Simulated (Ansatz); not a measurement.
Electronic density of states of amorphous B₃₂N₃₆Si₃, density 2.05 g/cm³, on a 2×2×2 Γ-centred mesh with a Gaussian width of 0.1 eV; energies count from the Fermi level, whose place inside the gap is arbitrary. Cell and mesh are small, so fine structure isn't converged. Method: PBE, scalar-relativistic without spin-orbit coupling (plane waves to 420 eV, PAW; Ansatz, a quantum-chemistry and plane-wave program). Sampling: a 2×2×2 Γ-centred mesh; Fermi-Dirac width 0.02 eV; no spin polarisation.

It comes from a melt-quench run on a machine-learned potential (CHGNet), relaxed afterwards by DFT. N atoms were pushed apart under 1.9 Å during the dynamics, to hinder bonds among them. The hot cell started wider than the set density and was brought back towards it in steps. It is the lowest in DFT energy of 2 quenches. It is a model cell: composition and starting density were chosen by hand, and all elements were melted together. No dispersion term was used. Its density started from a set value of 2.05 and ended at 2.05 g/cm³. The simulated quench (nominally 580 K/ps over its main leg) is rapid and tends to freeze in more defects than a deposited or slowly cooled glass has. Values belong to this one cell and scatter from quench to quench. The volume was held where the preparation left it, at a PBE pressure of 0.1 GPa. Stress components on the final sampling reach 3.3 GPa.

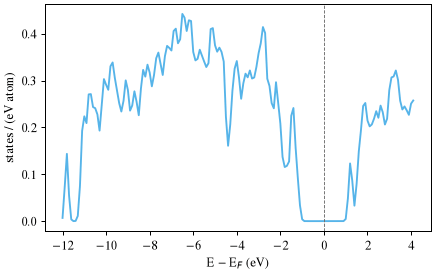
Figure. Density of states per atom

The gap on this mesh is 2.31 eV; the broadening fills part of it in the curve.
